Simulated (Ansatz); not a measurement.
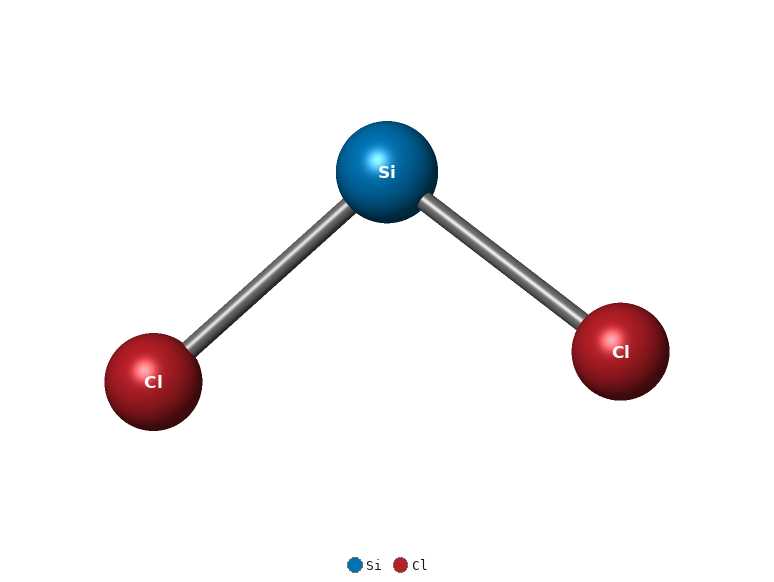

Harmonic vibrations computed with RKS PBE0-D4/def2-TZVP (Ansatz 0.2.0) at a stationary point of the same level.

Q: How many imaginary frequencies does it have?

A: A minimum: no imaginary frequency, and the lowest mode lies at 198 cm⁻¹.

Q: How many vibrational modes are there, and where do they lie?

A: 3 modes: 198, 515, 520 cm⁻¹.
